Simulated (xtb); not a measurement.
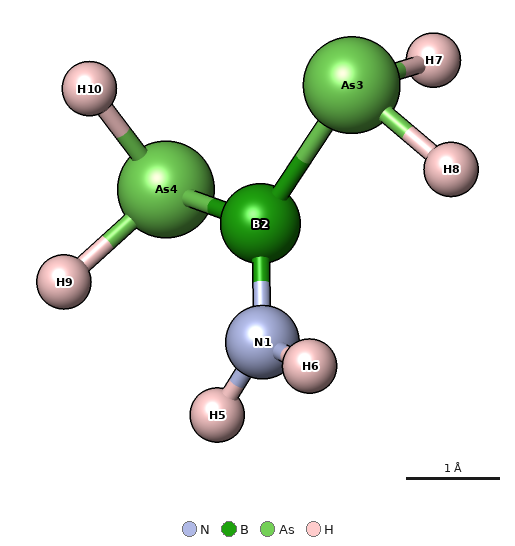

Fig. 1: The starting structure (ball-and-stick view, seen at an oblique angle; atoms are numbered from 1 in the order of the input).

**Run report: BAs$_{2}$NH$_{6}$, geometry relaxation (part 1 of 5)**

System: BAs$_{2}$NH$_{6}$, SMILES NB([AsH2])[AsH2].
Method: GFN1-xTB (xtb 6.7.1).

The geometry comes from this level: GFN2-xTB.

What the program printed
```
* xtb version 6.7.1
   ID    Z sym.   atoms
    1    7 N      1
    2    5 B      2
    3   33 As     3, 4
    4    1 H      5-10

           -------------------------------------------------
          |                Calculation Setup                |
           -------------------------------------------------

          program call               : xtb geom.xyz --ohess vtight --gfn 1
          coordinate file            : geom.xyz
          omp threads                :                     1

           -------------------------------------------------
          |                 G F N 1 - x T B                 |
           -------------------------------------------------

      * Hamiltonian:
        H0-scaling (s, p, d)           1.850000    2.250000    2.000000
        zeta-weighting                 0.000000
      * Dispersion:
        s8                             2.400000
        a1                             0.630000
        a2                             5.000000
        s9                             0.000000
      * Repulsion:
        kExp                           1.500000
        rExp                           1.000000
      * Coulomb:
        alpha                          2.000000
        third order                    atomic
        anisotropic                    false
      * Halogen bond correction:
        rad-scale                      1.300000
        damping                        0.440000

          ...................................................
          :                      SETUP                      :
          :.................................................:
          :  # basis functions                  40          :
          :  # atomic orbitals                  38          :
          :  # shells                           22          :
          :  # electrons                        24          :
          :  # halogen bonds                     0          :
          :  max. iterations                   250          :
          :  Hamiltonian                  GFN1-xTB          :
          :  restarted?                      false          :
          :  GBSA solvation                  false          :
          :  PC potential                    false          :
          :  electronic temp.          300.0000000     K    :
          :  accuracy                    1.0000000          :
          :  -> integral cutoff          0.2500000E+02      :
          :  -> integral neglect         0.1000000E-07      :
          :  -> SCF convergence          0.1000000E-05 Eh   :
          :  -> wf. convergence          0.2000000E-04 e    :
          :  Broyden damping             0.4000000          :
          :  net charge                          0          :
          :  unpaired electrons                  0          :
          ...................................................

 iter      E             dE          RMSdq      gap      omega  full diag
   1    -12.6739103 -0.126739E+02  0.536E+00    4.30       0.0  T
   2    -12.7057581 -0.318477E-01  0.326E+00    3.85       1.0  T
   3    -12.7024834  0.327464E-02  0.845E-01    3.88       1.0  T
   4    -12.7030671 -0.583654E-03  0.517E-01    3.63       1.0  T
   5    -12.7077595 -0.469244E-02  0.703E-02    3.82       1.0  T
   6    -12.7078207 -0.611620E-04  0.999E-03    3.80       3.2  T
   7    -12.7078212 -0.504926E-06  0.577E-03    3.80       5.5  T
   8    -12.7078218 -0.612166E-06  0.264E-03    3.80      12.0  T
   9    -12.7078218 -0.425449E-07  0.307E-04    3.80     103.1  T
  10    -12.7078218 -0.665210E-09  0.392E-05    3.80     806.6  T
  11    -12.7078218 -0.537881E-11  0.163E-05    3.80    1935.7  T

   *** convergence criteria satisfied after 11 iterations ***

         #    Occupation            Energy/Eh            Energy/eV
      -------------------------------------------------------------
         1        2.0000           -0.7574428             -20.6111
       ...           ...                  ...                  ...
         6        2.0000           -0.4677549             -12.7283
         7        2.0000           -0.4579061             -12.4603
         8        2.0000           -0.4494897             -12.2312
         9        2.0000           -0.4453324             -12.1181
        10        2.0000           -0.4233686             -11.5204
        11        2.0000           -0.3976233             -10.8199
        12        2.0000           -0.3632998              -9.8859 (HOMO)
        13                         -0.2235645              -6.0835 (LUMO)
        14                         -0.1785357              -4.8582
        15                         -0.1710879              -4.6555
        16                         -0.1582385              -4.3059
        17                         -0.1307872              -3.5589
       ...                                ...                  ...
        38                          0.9353075              25.4510
      -------------------------------------------------------------
                  HL-Gap            0.1397354 Eh            3.8024 eV
             Fermi-level           -0.2934321 Eh           -7.9847 eV

 SCC (total)                   0 d,  0 h,  0 min,  0.009 sec
 SCC setup                      ...        0 min,  0.000 sec (  0.927%)
 Dispersion                     ...        0 min,  0.000 sec (  0.376%)
 classical contributions        ...        0 min,  0.000 sec (  0.199%)
 integral evaluation            ...        0 min,  0.002 sec ( 24.406%)
 iterations                     ...        0 min,  0.002 sec ( 28.884%)
 molecular gradient             ...        0 min,  0.004 sec ( 43.937%)
 printout                       ...        0 min,  0.000 sec (  1.185%)

         :::::::::::::::::::::::::::::::::::::::::::::::::::::
         ::                     SUMMARY                     ::
         :::::::::::::::::::::::::::::::::::::::::::::::::::::
         :: total energy             -12.613529046838 Eh    ::
         :: gradient norm              0.032084680488 Eh/a0 ::
         :: HOMO-LUMO gap              3.802393235161 eV    ::
         ::.................................................::
         :: SCC energy               -12.707821842694 Eh    ::
         :: -> electrostatic           0.015134766510 Eh    ::
         :: repulsion energy           0.098201684371 Eh    ::
         :: dispersion energy         -0.003908888515 Eh    ::
         :: halogen bond corr.         0.000000000000 Eh    ::
         :: add. restraining           0.000000000000 Eh    ::
         :: total charge              -0.000000000000 e     ::
         :::::::::::::::::::::::::::::::::::::::::::::::::::::

      -----------------------------------------------------------
     |                   =====================                   |
     |                        A N C O P T                        |
     |                   =====================                   |
     |               Approximate Normal Coordinate               |
     |                Rational Function Optimizer                |
      -----------------------------------------------------------
      -----------------------------------------------------------
     |                   =====================                   |
     |                        A N C O P T                        |
     |                   =====================                   |
     |               Approximate Normal Coordinate               |
     |                Rational Function Optimizer                |
      -----------------------------------------------------------

          ...................................................
          :                      SETUP                      :
          :.................................................:
          :   optimization level         verytight          :
          :   max. optcycles                   200          :
          :   ANC micro-cycles                  20          :
          :   degrees of freedom                24          :
          :.................................................:
          :   RF solver                   davidson          :
          :   write xtbopt.log                true          :
          :   linear?                        false          :
          :   energy convergence         0.1000000E-06 Eh   :
          :   grad. convergence          0.2000000E-03 Eh/α :
          :   maxmium RF displ.          1.0000000          :
          :   Hlow (freq-cutoff)         0.1000000E-01      :
          :   Hmax (freq-cutoff)         5.0000000          :
          :   S6 in model hess.         20.0000000          :
          ...................................................

generating ANC from exact Hessian ...
Using Lindh-Hessian (1995)
 Shifting diagonal of input Hessian by    1.0311054407337270E-002
 Lowest  eigenvalues of input Hessian
    0.010000    0.000000    0.000000    0.000000    0.000000    0.000000
    0.000000    0.010366    0.012734    0.013469    0.014675    0.015275
    0.016629    0.019145    0.020822    0.023645    0.023920    0.030807
 Highest eigenvalues
    0.418568    0.419143    0.529630    0.635563    1.484222    1.744399

........................................................................
.............................. CYCLE    1 ..............................
........................................................................

 iter      E             dE          RMSdq      gap      omega  full diag
   1    -12.7078218 -0.127078E+02  0.290E-07    3.80       0.0  T
   2    -12.7078218  0.355271E-14  0.122E-07    3.80  100000.0  T
   3    -12.7078218  0.355271E-14  0.652E-08    3.80  100000.0  T
     SCC iter.                  ...        0 min,  0.001 sec
     gradient                   ...        0 min,  0.004 sec
 * total energy  :   -12.6135290 Eh     change       -0.9503509E-12 Eh
   gradient norm :     0.0320838 Eh/α   predicted     0.0000000E+00 (-100.00%)
   displ. norm   :     0.1902512 α      lambda       -0.1995677E-02
   maximum displ.:     0.1629134 α      in ANC's #11, #8, #10, ...

........................................................................
.............................. CYCLE    2 ..............................
........................................................................

 iter      E             dE          RMSdq      gap      omega  full diag
   1    -12.7108968 -0.127109E+02  0.132E-01    3.77       0.0  T
   2    -12.7109352 -0.384041E-04  0.466E-02    3.77       1.0  T
   3    -12.7109273  0.791758E-05  0.481E-02    3.79       1.0  T
   4    -12.7109431 -0.157374E-04  0.128E-02    3.78       2.5  T
   5    -12.7109429  0.204137E-06  0.360E-03    3.78       8.8  T
   6    -12.7109431 -0.298671E-06  0.120E-03    3.78      26.4  T
   7    -12.7109432 -0.250245E-07  0.262E-04    3.78     120.6  T
   8    -12.7109432 -0.506304E-09  0.297E-05    3.78    1066.1  T
   9    -12.7109432 -0.595790E-11  0.291E-07    3.78  100000.0  T
     SCC iter.                  ...        0 min,  0.002 sec
     gradient                   ...        0 min,  0.004 sec
 * total energy  :   -12.6139701 Eh     change       -0.4410574E-03 Eh
   gradient norm :     0.0141314 Eh/α   predicted    -0.1033957E-02 ( 134.43%)
   displ. norm   :     0.1433580 α      lambda       -0.1175059E-02
   maximum displ.:     0.1200400 α      in ANC's #11, #3, #2, ...

........................................................................
.............................. CYCLE    3 ..............................
........................................................................

 iter      E             dE          RMSdq      gap      omega  full diag
   1    -12.7135816 -0.127136E+02  0.331E-02    3.76       0.0  T
   2    -12.7135861 -0.445804E-05  0.114E-02    3.77       2.8  T
   3    -12.7135858  0.319413E-06  0.597E-03    3.76       5.3  T
   4    -12.7135862 -0.459233E-06  0.457E-03    3.77       6.9  T
   5    -12.7135864 -0.187747E-06  0.156E-03    3.77      20.2  T
   6    -12.7135864 -0.317563E-07  0.239E-04    3.77     132.2  T
   7    -12.7135864 -0.123100E-08  0.177E-05    3.77    1782.7  T
   8    -12.7135864 -0.258282E-11  0.123E-06    3.77   25661.0  T
     SCC iter.                  ...        0 min,  0.002 sec
     gradient                   ...        0 min,  0.004 sec
 * total energy  :   -12.6145687 Eh     change       -0.5986093E-03 Eh
   gradient norm :     0.0028495 Eh/α   predicted    -0.5996031E-03 (   0.17%)
   displ. norm   :     0.0676825 α      lambda       -0.6897026E-04
   maximum displ.:     0.0539706 α      in ANC's #2, #3, #7, ...

........................................................................
.............................. CYCLE    4 ..............................
........................................................................

 iter      E             dE          RMSdq      gap      omega  full diag
   1    -12.7129304 -0.127129E+02  0.100E-02    3.75       0.0  T
   2    -12.7129304 -0.632503E-07  0.403E-03    3.76       7.9  T
   3    -12.7129307 -0.258212E-06  0.462E-03    3.76       6.8  T
   4    -12.7129308 -0.143763E-06  0.930E-04    3.76      34.0  T
   5    -12.7129308 -0.116761E-07  0.350E-04    3.76      90.3  T
   6    -12.7129309 -0.239437E-08  0.425E-05    3.76     744.1  T
   7    -12.7129309 -0.983746E-11  0.624E-06    3.76    5069.4  T
     SCC iter.                  ...        0 min,  0.001 sec
     gradient                   ...        0 min,  0.004 sec
 * total energy  :   -12.6146150 Eh     change       -0.4627974E-04 Eh
   gradient norm :     0.0013837 Eh/α   predicted    -0.3464235E-04 ( -25.15%)
   displ. norm   :     0.1337385 α      lambda       -0.6387876E-04
   maximum displ.:     0.1071721 α      in ANC's #2, #3, #8, ...

........................................................................
.............................. CYCLE    5 ..............................
........................................................................
```
